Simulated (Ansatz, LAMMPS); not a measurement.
# Structural relaxation of amorphous Si0.4C0.6 (202 atoms), part 3 of 3

Aim: bring amorphous Si0.4C0.6 (202 atoms) to a nearby minimum of the energy and see what moves.

Ansatz 0.2.0; Kohn-Sham DFT, RPBE, PAW (set soft_2), plane waves.

The cell: 81 Si and 121 C. The quench rate of 100 K/ps is many orders above laboratory rates. The starting topology of bonds comes from the classical model. Sampling is at Γ alone, for a cell whose shortest periodic width is 13 Å.

So far. Step 4 (Relaxation): The relaxation changed the energy by -140 meV/atom, and atoms moved by 0.38 Å r.m.s., 1.1 Å at most.

## Step 6: Single point at the relaxed geometry

One more single point at the end of the walk gives the fuller output and checks the residual forces.

The input, input.yaml:

```yaml
crystal:
  lattice:
    - [12.9103, 0.0, 0.0]
    - [0.0, 12.9103, 0.0]
    - [0.0, 0.0, 12.9103]
  atoms:
    - { symbol: Si, position: [0.19263, 0.21372, 0.21512] }
    - { symbol: Si, position: [0.92796, 0.86793, 0.17931] }
    - { symbol: Si, position: [0.62278, 0.49519, 0.27737] }
    - { symbol: Si, position: [0.58631, 0.85951, 0.92673] }
    - { symbol: Si, position: [0.31616, 0.21806, 0.97654] }
    - { symbol: Si, position: [0.58736, 0.57962, 0.94627] }
    - { symbol: Si, position: [0.03543, 0.47571, 0.61986] }
    - { symbol: Si, position: [0.40977, 0.81996, 0.06947] }
    - { symbol: Si, position: [0.58957, 0.71872, 0.41636] }
    - { symbol: Si, position: [0.60699, 0.87782, 0.57803] }
    - { symbol: Si, position: [0.39051, 0.86496, 0.24424] }
    - { symbol: Si, position: [0.35661, 0.03762, 0.28086] }
    - { symbol: Si, position: [0.06866, 0.72307, 0.00631] }
    - { symbol: Si, position: [0.87687, 0.23771, 0.84462] }
    - { symbol: Si, position: [0.07194, 0.25177, 0.06395] }
    - { symbol: Si, position: [0.67917, 0.11447, 0.60565] }
    - { symbol: Si, position: [0.449, 0.04558, 0.00192] }
    - { symbol: Si, position: [0.86022, 0.18082, 0.51601] }
    - { symbol: Si, position: [0.41162, 0.77057, 0.49557] }
    - { symbol: Si, position: [0.76586, 0.57014, 0.92409] }
    - { symbol: Si, position: [0.40385, 0.41941, 0.17817] }
    - { symbol: Si, position: [0.46957, 0.44641, 0.47338] }
    - { symbol: Si, position: [0.68513, 0.38227, 0.0682] }
    - { symbol: Si, position: [0.1801, 0.58563, 0.84359] }
    - { symbol: Si, position: [0.92687, 0.67673, 0.60597] }
    - { symbol: Si, position: [0.48389, 0.06629, 0.70332] }
    - { symbol: Si, position: [0.16125, 0.71334, 0.6145] }
    - { symbol: Si, position: [0.46309, 0.42225, 0.97799] }
    - { symbol: Si, position: [0.10624, 0.48195, 0.37385] }
    - { symbol: Si, position: [0.0238, 0.65474, 0.16372] }
    - { symbol: Si, position: [0.25273, 0.57341, 0.46693] }
    - { symbol: Si, position: [0.08174, 0.11157, 0.33508] }
    [... 164 atom lines left out ...]
    - { symbol: C, position: [0.12061, 0.85679, 0.27944] }
    - { symbol: C, position: [0.10201, 0.9373, 0.62659] }
    - { symbol: C, position: [0.79467, 0.15883, 0.05029] }
    - { symbol: C, position: [0.27398, 0.25352, 0.72288] }
    - { symbol: C, position: [0.60451, 0.23566, 0.78574] }
    - { symbol: C, position: [0.41013, 0.35446, 0.57523] }
kpoints:
  mp_grid: { grid: [1, 1, 1] }
hamiltonian:
  xc: rpbe
scf:
  occupations: { method: gaussian, width: 0.025 }
output:
  forces: true
  stress: true
  populations: true
  dos:
    method: { smearing: { sigma: 0.08 } }
    de: 0.1
    projected: { site_lists: { C: [C], Si: [Si] } }
  eigenvalues: true
  write_density: true
  write_potential: true
  volumetric_format: npy
  elf: true
```

Launch:

```
$ ansatz run input.yaml --threads 4 --pin off --max-ram 8192MiB --backend cpu --events-out ev --progress --plain --runs-dir out
```

Numbers of over 12 decimals in the logs are rounded to 6 here.

The log of the run:

```text
[...]
Crystal: 202 atoms, lattice volume = 2151.835 Å³
Basis set: ecut = 420 eV, 42115 PW (Γ), exchange–correlation on 180×180×180 points (8 copies of the dense FFT grid, shifted against one another)
Bands: 606, of which v1, the nominal top of the filled ones, is band 404 counted from 1 (403 counted from 0)
Symmetry: 1 space group operations
[...]
k-points: 1
[...]
SCF iter   1: F=—  HF=-82149.653433 eV  |F-HF|=—  |Δ(HF+E_count)|=         —  Δρ=9.95e-3  dr2=5.04e0  ethr=1.77e-3  ⟨swp⟩=5.0  Hψ=2526  notcnv=0  defer=178
[...]
SCF iter   9: F=-82148.905480 eV  HF=-82148.905480 eV  |F-HF|=9.95e-9  |Δ(HF+E_count)|=   1.57e-7  Δρ=5.50e-7  dr2=9.39e-9  ethr=1.24e-11  ⟨swp⟩=20.0  Hψ=5349  notcnv=0
SCF 1 converged in 9 iterations: F = -82148.905480 eV  dr2 = 9.39e-9
[...]
SCF converged after 9 iterations
Free energy (F): -82148.905480 eV
[...]
Internal energy: -82148.905480 eV  (E = F + TS)
E sigma→0 (E₀):  -82148.905480 eV
Entropy (-TS):   -0.000000 eV (-0.000 meV/atom)
Fermi energy:    9.633006 eV
[...]
--- Forces (eV/Å), atoms counted from 1 ---
  atom   1  Si    -0.00024064     0.00474431    -0.00178573
  atom   2  Si    -0.00262840    -0.00125316     0.00176374
  atom   3  Si    -0.00258026     0.00950620     0.00097120
  atom   4  Si     0.00169116    -0.00353138     0.00525945
  atom   5  Si    -0.00183084     0.00199963    -0.01118180
  atom   6  Si     0.00371181     0.01207243    -0.00005037
  atom   7  Si    -0.00197395    -0.00338745    -0.00128242
  atom   8  Si    -0.00267351     0.00354342    -0.00030025
  atom   9  Si    -0.00134023    -0.00337456    -0.00577234
  atom  10  Si     0.00589741     0.00125656     0.00137105
  atom  11  Si     0.00216631     0.00947529    -0.00149630
  atom  12  Si     0.00219472    -0.00996890    -0.00320560
  atom  13  Si     0.00088970    -0.00365267    -0.00405329
  atom  14  Si     0.00248648     0.00414509    -0.00336643
[...]
atom 201  C     -0.00687266     0.00213240    -0.01202732
  atom 202  C     -0.00563082     0.00597119    -0.00431968
  max |Σ_I F_I| component: 5.09e-5 eV/Å
--- Stress (GPa, compression-positive) ---
        0.495106      -0.010697      -0.735220
       -0.010697       3.491097       0.733887
       -0.735220       0.733887       4.418910
  P = ⅓ Tr σ = 2.8017 GPa (28.017 kbar)
--- Band table (eV) ---
[...]
--- Löwdin populations: 202 sites ---
  site symbol       q [e]
     0     Si      3.7572
     1     Si      3.2008
     2     Si      3.0366
[...]
201      C      4.6786
  spilling = 0.009797 (of n_electrons = 808.000000)
```

Run time: 60 s. Hardware: 4 threads of Arm Neoverse V2, shared host; peak memory 3.3 GiB.

The run gave:

| Item | Value |
| --- | --- |
| free energy | -82148.9055 eV |
| free energy per atom | -406.6778 eV/atom |
| SCF cycles | 9 |
| pressure | 2.802 GPa |
| r.m.s. force component | 0.00503 eV/Å |
| longest force | 0.02913 eV/Å |
| Fermi energy | 9.633 eV |
| gap (highest filled to lowest empty level) | 0.1754 eV |
| spilling of the projection | 0.009797 |

Löwdin charges by element (they lack the spilled electrons, 0.039 e an atom on average):

```tsv
element	coordination	atoms	mean charge (e)	spread	least	most
C	all	121	-0.363	0.228	-0.953	0.099
Si	all	81	0.639	0.204	0.171	1.07
```

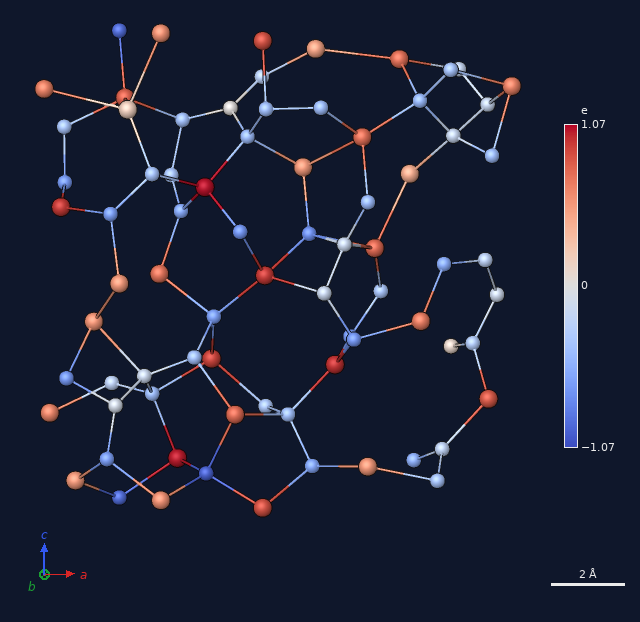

Atoms coloured by Löwdin charge. Drawn is a slice 4 Å thick, seen along the normal of the ac plane.

Density of states as counts of states in windows of 1 eV (from the Fermi level), total and the larger projections:

```tsv
from (eV)	to (eV)	total	C p	Si p	Si s	C s
-14	-13	25.8	7.3	3.6	3.5	11.3
-13	-12	26.7	8.8	3.6	4.3	9.9
-12	-11	32.0	12.1	4.4	6.4	8.9
-11	-10	34.5	14.7	5.1	7.7	6.9
-10	-9	44.0	21.3	6.9	9.4	6.1
-9	-8	52.4	28.7	8.4	9.8	5.2
-8	-7	55.5	33.1	9.8	8.3	4.1
-7	-6	66.0	40.9	14.0	6.8	3.9
-6	-5	68.3	42.7	16.2	5.6	3.4
-5	-4	69.6	42.5	19.2	4.4	2.9
-4	-3	71.7	41.6	22.7	4.0	2.6
-3	-2	68.3	37.7	24.2	3.2	2.2
-2	-1	56.6	29.5	21.3	2.6	1.9
-1	0	31.7	15.5	11.6	1.8	1.6
0	1	28.2	12.2	10.0	2.3	1.8
1	2	43.6	14.7	16.2	4.2	4.1
2	3	57.1	16.2	21.4	6.2	5.7
3	4	68.4	17.3	24.9	8.1	6.8
4	5	75.8	18.3	26.9	8.8	7.2
```

The curve was stored every 0.10 eV, coarse against its broadening of 0.08 eV, so these counts are rough.

Between -19 and -14 eV lie 104 more states.

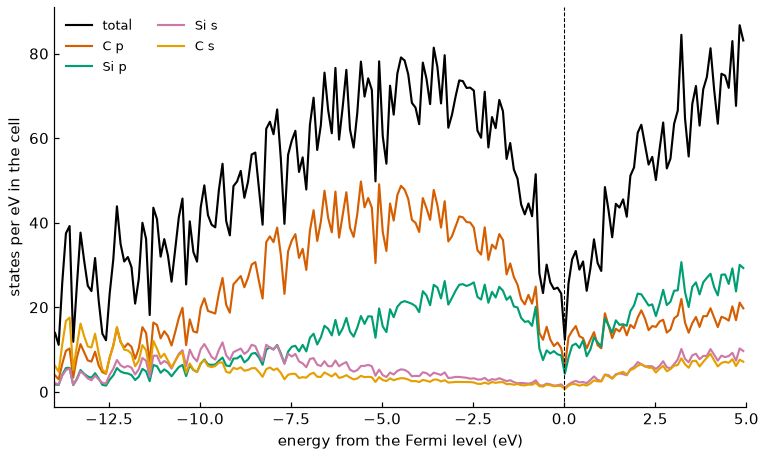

Total and projected density of states, with the broadening of the input.

The levels nearest the highest filled one (over half full), pooled over k-points and spins:

```tsv
level less the highest filled one (eV)	occupation
-0.346	2
-0.339	2
-0.206	2
-0.148	2
-0.0423	2
0	2
0.175	0
0.239	0
0.309	0
0.377	0
0.411	0
0.495	0
```

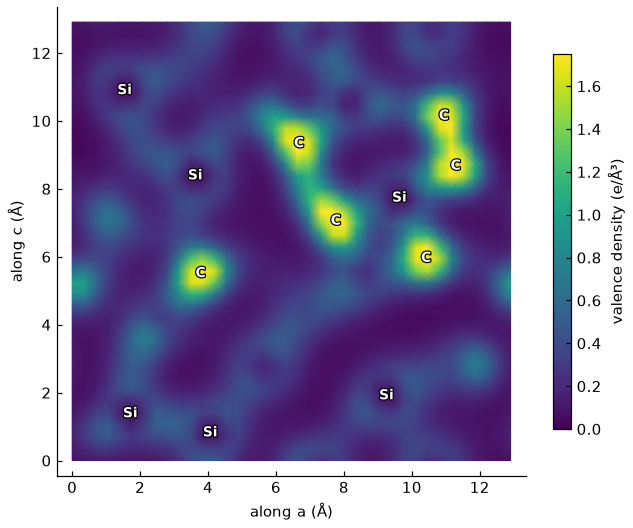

Valence density in the ac plane at fractional y = 0.242, with atoms of Si and C within 0.2 Å of it. It is the smooth field of the valence electrons, not physical close to the nuclei. The map starts off the cell's origin, so that atoms lie inside it.

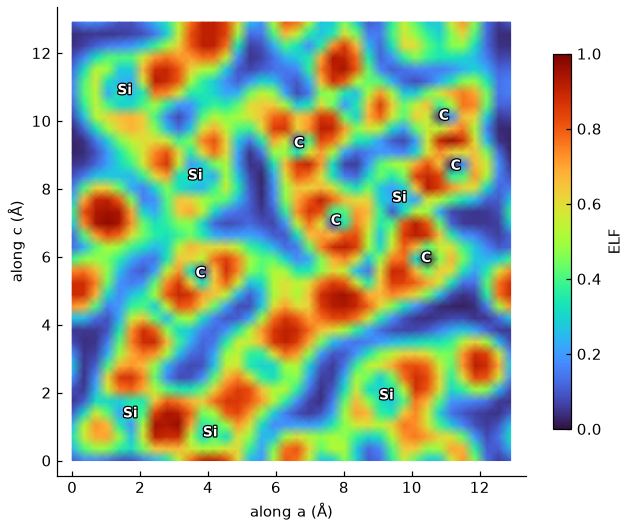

ELF in the ac plane at fractional y = 0.242, with atoms of Si and C within 0.2 Å of it. It is the smooth field of the valence electrons, not physical close to the nuclei. The map starts off the cell's origin, so that atoms lie inside it.

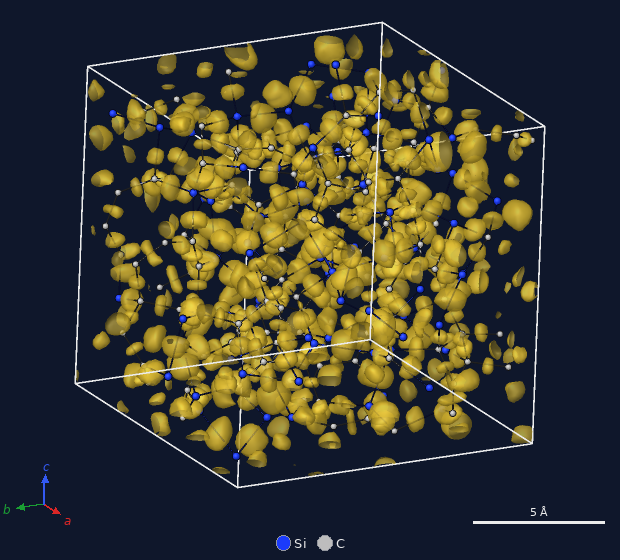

Surface of ELF = 0.85.

Mean Löwdin charges: C -0.36, Si +0.64 e (they miss 0.98 % of the electrons, so they add up to more than the cell's charge).

Local excerpt of 10 atoms (numbers count through the whole input) about C184, whose charge lies farthest from its element's mean; x, y, z are measured from there.

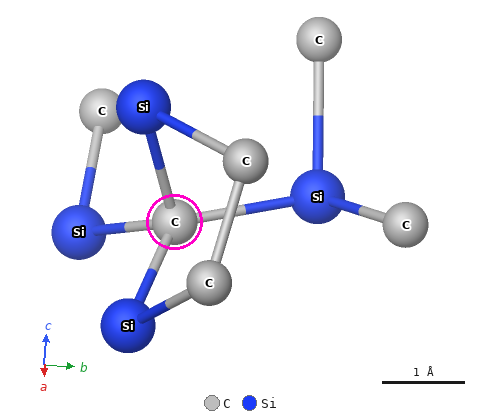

The atoms of the table, within 3.0 Å (arrows a, b, c point along x, y, z); some may hide others; the central atom is ringed.

```tsv
atom	x	y	z	distance (Å)	Löwdin charge (e)
C184	0.00	0.00	0.00	0.00	-0.95
Si52	-1.33	-1.12	-0.64	1.85	0.58
Si28	1.53	-0.50	-0.92	1.85	0.85
Si60	-0.67	1.74	0.28	1.89	1.02
Si21	0.76	-0.54	1.67	1.91	0.75
C147	2.31	0.72	1.55	2.88	-0.39
C132	-1.38	1.61	2.07	2.96	-0.42
C135	2.95	0.39	0.15	2.98	-0.57
C142	-2.81	-0.92	0.49	3.00	-0.63
C169	0.95	2.80	0.50	3.00	-0.59
```

## Step 7: A changed input

A doubtful change is made on purpose, to see how the program answers.

The input, input.yaml:

```yaml
crystal:
  lattice:
    - [12.9103, 0.0, 0.0]
    - [0.0, 12.9103, 0.0]
    - [0.0, 0.0, 12.9103]
  atoms:
    - { symbol: Si, position: [0.20006, 0.23198, 0.22021] }
    - { symbol: Si, position: [0.92919, 0.87538, 0.18492] }
    - { symbol: Si, position: [0.60734, 0.51675, 0.28989] }
    - { symbol: Si, position: [0.58834, 0.83175, 0.91888] }
    - { symbol: Si, position: [0.30576, 0.21157, 0.9869] }
    - { symbol: Si, position: [0.5668, 0.56344, 0.96047] }
    - { symbol: Si, position: [0.03474, 0.47972, 0.62998] }
    - { symbol: Si, position: [0.38915, 0.81564, 0.05268] }
    - { symbol: Si, position: [0.53731, 0.73855, 0.37155] }
    - { symbol: Si, position: [0.60251, 0.87468, 0.60118] }
    - { symbol: Si, position: [0.39132, 0.8734, 0.23325] }
    - { symbol: Si, position: [0.34064, 0.0356, 0.28225] }
    - { symbol: Si, position: [0.0826, 0.72728, 0.01656] }
    - { symbol: Si, position: [0.85273, 0.24678, 0.84477] }
    - { symbol: Si, position: [0.03856, 0.25757, 0.05826] }
    - { symbol: Si, position: [0.6888, 0.08518, 0.6235] }
    - { symbol: Si, position: [0.45472, 0.03905, 0.01939] }
    - { symbol: Si, position: [0.86066, 0.18227, 0.50715] }
    - { symbol: Si, position: [0.40452, 0.79176, 0.48973] }
    - { symbol: Si, position: [0.74373, 0.57712, 0.93785] }
    - { symbol: Si, position: [0.40721, 0.42745, 0.17786] }
    - { symbol: Si, position: [0.45396, 0.43965, 0.4414] }
    - { symbol: Si, position: [0.66887, 0.37895, 0.07934] }
    - { symbol: Si, position: [0.18299, 0.59099, 0.84521] }
    - { symbol: Si, position: [0.94138, 0.69555, 0.60506] }
    - { symbol: Si, position: [0.49206, 0.0461, 0.73446] }
    - { symbol: Si, position: [0.1684, 0.71384, 0.61901] }
    - { symbol: Si, position: [0.4554, 0.41588, 0.95177] }
    - { symbol: Si, position: [0.12208, 0.49593, 0.38194] }
    - { symbol: Si, position: [0.01191, 0.66184, 0.17868] }
    - { symbol: Si, position: [0.2618, 0.58208, 0.45714] }
    - { symbol: Si, position: [0.09448, 0.11631, 0.31508] }
    [... 164 atom lines left out ...]
    - { symbol: C, position: [0.12326, 0.85065, 0.2721] }
    - { symbol: C, position: [0.12188, 0.94306, 0.63972] }
    - { symbol: C, position: [0.78456, 0.15837, 0.05124] }
    - { symbol: C, position: [0.26971, 0.25512, 0.70894] }
    - { symbol: C, position: [0.63234, 0.23448, 0.77889] }
    - { symbol: C, position: [0.38801, 0.36721, 0.54432] }
kpoints:
  mp_grid: { grid: [1, 1, 1] }
hamiltonian:
  xc: rpbe
scf:
  occupations: { method: gaussian, width: 0.025 }
  max_iter: 100
output:
  forces: true
```

The log of the run:

```text
[...]
Crystal: 202 atoms, lattice volume = 2151.835 Å³
Basis set: ecut = 420 eV, 42115 PW (Γ), exchange–correlation on 180×180×180 points (8 copies of the dense FFT grid, shifted against one another)
Bands: 606, of which v1, the nominal top of the filled ones, is band 404 counted from 1 (403 counted from 0)
Symmetry: 1 space group operations
[...]
k-points: 1
[...]
SCF iter   1: F=—  HF=-89956.655821 eV  |F-HF|=—  |Δ(HF+E_count)|=         —  Δρ=7.80e-1  dr2=4.32e4  ethr=1.77e-3  ⟨swp⟩=93.0  Hψ=30408  notcnv=0  defer=204
[...]
SCF iter   5: F=—  HF=-81640.006936 eV  |F-HF|=—  |Δ(HF+E_count)|=    2.40e2  Δρ=6.44e-2  dr2=1.67e2  ethr=1.77e-3  ⟨swp⟩=17.0  Hψ=4347  notcnv=0  defer=61
automatic band count: iteration 5 solves 468 bands in place of 606: the levels show a gap, and the empty bands left out lie too high to hold charge; the band table lists the bands solved (type scf.n_extra_bands for more)
SCF iter   6: F=—  HF=-81619.696693 eV  |F-HF|=—  |Δ(HF+E_count)|=    2.03e1  Δρ=3.19e-2  dr2=4.23e1  ethr=1.77e-3  ⟨swp⟩=10.0  Hψ=1612  notcnv=0  defer=56
[...]
SCF iter  18: F=-81615.194664 eV  HF=-81615.194664 eV  |F-HF|=7.07e-7  |Δ(HF+E_count)|=   2.23e-7  Δρ=4.70e-6  dr2=9.23e-7  ethr=1.24e-10  ⟨swp⟩=6.0  Hψ=1803  notcnv=0
SCF 1 converged in 18 iterations: F = -81615.194664 eV  dr2 = 9.23e-7
[...]
SCF converged after 18 iterations
Free energy (F): -81615.194664 eV
[...]
Internal energy: -81615.170494 eV  (E = F + TS)
E sigma→0 (E₀):  -81615.182579 eV
Entropy (-TS):   -0.024170 eV (-0.120 meV/atom)
Fermi energy:    9.536284 eV
[...]
--- Forces (eV/Å), atoms counted from 1 ---
  atom   1  Si    -0.67004591    -0.26076760     0.56708778
  atom   2  Si     0.46532280    -0.44980508    -0.52571125
  atom   3  Si     0.58280751     0.75651869     0.74270433
  atom   4  Si     0.70011663     0.34659727    -0.05012412
  atom   5  Si    -0.15969686    -0.03888428     0.11502145
  atom   6  Si     0.71073166     0.06111341    -0.71042162
  atom   7  Si     0.34630138    -0.39757426    -0.21297351
  atom   8  Si    -0.20171836     0.21473974     1.24432156
  atom   9  Si     0.10979832     0.35693492    -0.48196448
  atom  10  Si     0.17137215    -0.24528370    -0.27916070
  atom  11  Si    -0.84528036     0.35942789    -1.20936424
  atom  12  Si     0.43570257     0.05132949     0.06645765
  atom  13  Si     0.57685687    -0.80804725     0.53692407
  atom  14  Si     0.03116074    -0.09493368    -0.18184483
[...]
atom 201  C      0.07760665     0.02340696     0.44752770
  atom 202  C      0.46710910     0.10452851    -1.04154304
  max |Σ_I F_I| component: 1.02e-3 eV/Å
```

It took 3.1 min on 4 threads; peak memory 3.3 GiB.

The SCF closed, but on a changed input, so its numbers are not taken as the system's.

The fault in the input: atoms that overlap (crystal.atoms[157].position = [0.95368726, 0.49513, 0.21788]). The fix is to restore the position.

## Step 8: Outcome

```json
{"energy change in the relaxation": "-139.7 meV/atom", "r.m.s. displacement": "0.379 Å", "largest displacement": "1.125 Å", "free energy per atom": "-406.6778 eV/atom", "pressure": "2.802 GPa", "r.m.s. force component": "0.00503 eV/Å", "gap (highest filled to lowest empty level)": "0.1754 eV", "wall time of the 4 DFT runs": "23 min"}
```

**Reading.** Relaxation lowers the energy by 140 meV/atom and moves atoms by 0.38 Å r.m.s.; the r.m.s. force component goes from 0.85 to 0.0050 eV/Å, the pressure goes from 7.5 to 2.8 GPa. First to last step the energy falls by 28.210 eV; the largest move, 1.13 Å, is that of C151. Between filled and empty levels lie 0.175 eV (at Γ alone); a semilocal functional tends to put such gaps too low. In a disordered cell it changes from sample to sample, and tail or defect levels can set it.

What to keep in mind: The starting topology of bonds comes from the classical model; in DFT atoms moved by 0.38 Å r.m.s. The stress is far from hydrostatic: its diagonal is 0.5, 3.5, 4.4 GPa, compression counted positive. The pressure of 2.8 GPa says that the cell would expand at this level of theory.

[Logs are printed without paths, hosts, clocks, repeated set-up lines and the standing remarks that a program may print on its own settings, such as how far it seeks lower states.]

[Hosts, paths, dates, database ids (printed as entryN), source tags and the programs' standing remarks are cut or masked in the printed files.]
